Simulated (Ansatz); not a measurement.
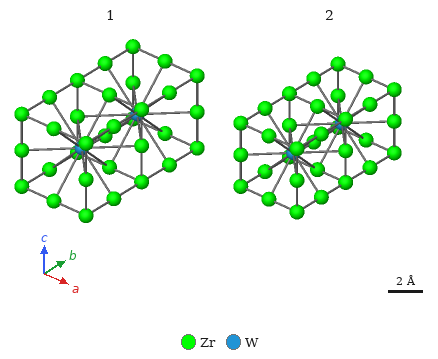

Two geometries of solid Zr4W (a generated structure, set up in Pm-3m) (coarse preliminary run), drawn at one scale. One is the start of a relaxation, the other its converged end. Style: ball-and-stick. Shown: the cell of the calculation, repeated 1 × 2 × 1 with one cell outlined, from a free direction.

The calculation used DFT PBE, scalar-relativistic, plane waves, PAW in Ansatz 0.2.0. Settings: plane-wave cutoff 420 eV; k-point mesh 4 × 4 × 4; occupations gaussian; smearing width 0.1 eV; no spin polarisation; cell and atoms relaxed; force threshold 0.04 eV/Å; at most 70 steps.

Q: Which geometry has the lower energy?

A: Structure 1 is the relaxed one. After 5 accepted moves (7 points after the start) the energy has fallen by 1229 meV per atom. All forces vanish by symmetry, so only the cell relaxes. Pressure: 67.64 GPa at the start and 0.05 GPa at the end. The SCF was repeated twice at an unchanged geometry on a basis and grid sized afresh for the cell, which shifted the energy by 7.5 meV per atom at most. The atoms keep their places relative to the cell (all moves are under 0.005 Å). The drawn cell changes as follows: a = b = c 4.372 → 4.997 Å (+14.3 %); the volume changes by +49.3 %. Among the contacts that change: Zr–Zr 3.091 → 3.533 Å, W–Zr 3.091 → 3.533 Å, Zr–Zr 2.186 → 2.499 Å. The space group stays Pm-3m (No. 221). Cost: 13 s on 1 thread of Intel(R) Xeon(R) 6975P-C (Granite Rapids), with other jobs on the host, peak memory 0.43 GiB.
